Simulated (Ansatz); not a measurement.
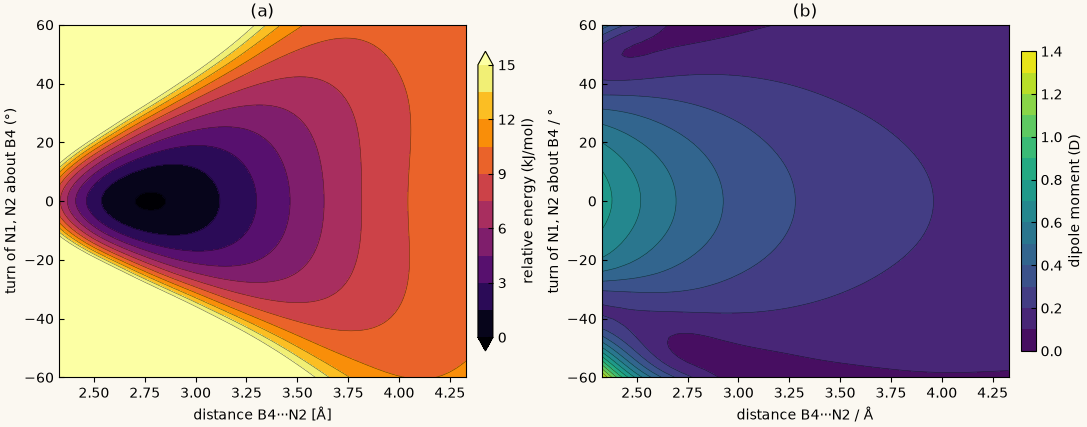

The pair N₂···BF₃. The turn is about an axis along (0.74, −0.67, −0.07) in the frame of the relaxed pair, normal to the line between the partners. Coordinates scanned: (1) distance B4···N2; (2) turn of N1, N2 about B4. Grid: 11 × 11 points. Points are written as (first, second). Energies are in kJ/mol, from the lowest grid point. Computed with RKS PBE0-D4/def2-SVPD in Ansatz 0.2.0.

Panel (a) is the energy and panel (b) the computed dipole moment on the same grid.

In the figure: filled contours, one colour for all values above the top of the scale. Between grid points the surface is interpolated.

### How does the dipole moment vary over the map, and what is it at the lowest grid point?

Leaving out the highest fifth of the energies, it runs from 0.06 D at (3.307 Å, −60°) to 0.74 D at (2.328 Å, 0°). At the lowest grid point, (2.699 Å, 0°), it is 0.50 D.
